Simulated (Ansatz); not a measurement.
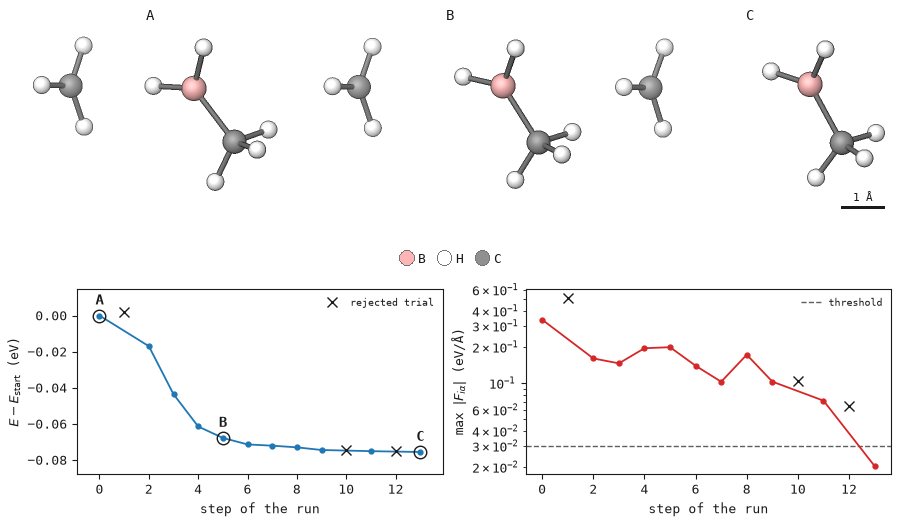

Frames of a relaxation of C2H8B (multiplicity 2), marked on the history of the run. Style: ball-and-stick. Shown at a tilt.

The run prepares an end point of a later path (reaction) calculation, from a guessed geometry.

The calculation used Ansatz 0.2.0, UKS B3LYP/def2-SVP. Settings: collinear spin; force threshold 0.03 eV/Å; at most 50 steps.

**Describe the path.**

Over 10 accepted moves (13 points after the start) the energy falls by 0.076 eV. The largest force component goes from 0.34 to 0.02 eV/Å. The line search rejected the trial steps at points 1, 10, 12 of the run. An H atom moves most after the best rigid fit: 0.63 Å. Largest moves by element: H 0.63 Å, C 0.58 Å, B 0.47 Å. Near-neighbour distances that change, for instance: B–H 1.200 → 1.209 Å. From step 0 to 5: an H atom moves most (0.37 Å), energy −0.068 eV. From step 5 to 13: an H atom moves most (0.27 Å), energy −0.008 eV.

Limits of the set-up: the start holds two separate molecules, 2.3 Å apart at their closest, whose relative position is a soft coordinate and is computed without a dispersion correction.
